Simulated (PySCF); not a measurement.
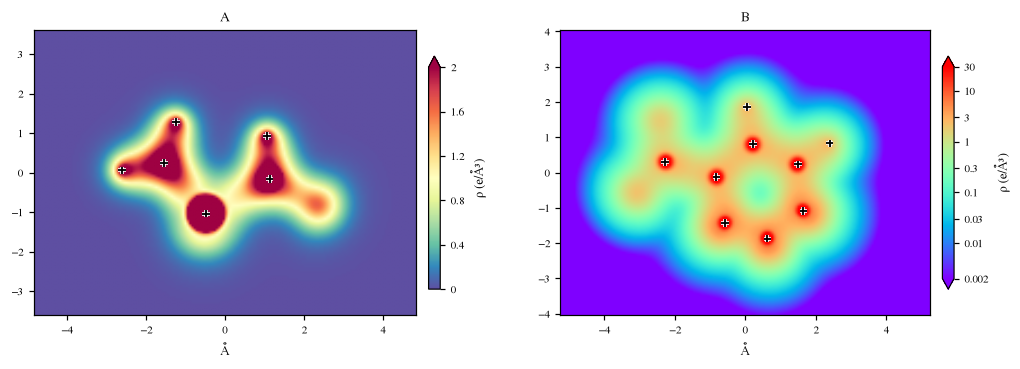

The total electron density of 2 systems, each on a plane through atoms (crosses mark nuclei in the plane).

Theory: PySCF, CAM-B3LYP/def2-SVPD, SCF density, gas phase.

System 1: C$_{4}$H$_{2}$F$_{3}$N$_{3}$, the plane of atoms C6, C7 and N8. Geometry: GFN2-xTB.

```xyz
12

F    -2.0681   -0.1184   -1.5886
C    -1.7998    0.1151   -0.2946
F    -2.2842   -0.9352    0.3895
F    -2.4988    1.1824    0.0743
C    -0.3099    0.2691   -0.0694
C     0.5025   -0.8329    0.1713
C     1.8455   -0.5146    0.3499
N     2.2676    0.7388    0.2734
N     1.4446    1.6971    0.0279
N     0.1844    1.4991   -0.1393
H     0.1191   -1.8394    0.2218
H     2.5982   -1.2618    0.5577
```

System 2: C$_{4}$H$_{7}$P (SMILES C=PC1CC1), the plane of atoms H6, C1 and H7. Geometry: GFN2-xTB.

```yaml
atoms:
  - { symbol: C, position_ang: [2.5239, -0.0571, 0.2660] }
  - { symbol: P, position_ang: [1.1723, 0.7050, 0.8624] }
  - { symbol: C, position_ang: [-0.1597, -0.1497, -0.0699] }
  - { symbol: C, position_ang: [-1.3811, 0.6411, -0.4620] }
  - { symbol: C, position_ang: [-1.4816, -0.3829, 0.6138] }
  - { symbol: H, position_ang: [2.4968, -0.8411, -0.4736] }
  - { symbol: H, position_ang: [3.4984, 0.2293, 0.6223] }
  - { symbol: H, position_ang: [0.1781, -0.9124, -0.7636] }
  - { symbol: H, position_ang: [-1.8295, 0.4333, -1.4221] }
  - { symbol: H, position_ang: [-1.4238, 1.6828, -0.1786] }
  - { symbol: H, position_ang: [-2.0000, -1.3068, 0.4053] }
  - { symbol: H, position_ang: [-1.5926, -0.0422, 1.6329] }
```

Which map belongs to which system?

Panel A is system 2, C$_{4}$H$_{7}$P: the plane holds C, P and H. C–P (1.66 Å): ρ is about 1.4 e/Å³ halfway. Panel B is system 1, C$_{4}$H$_{2}$F$_{3}$N$_{3}$: the plane holds C, N and H. N–N (1.29 Å): ρ at the midpoint is about 2.9 e/Å³.
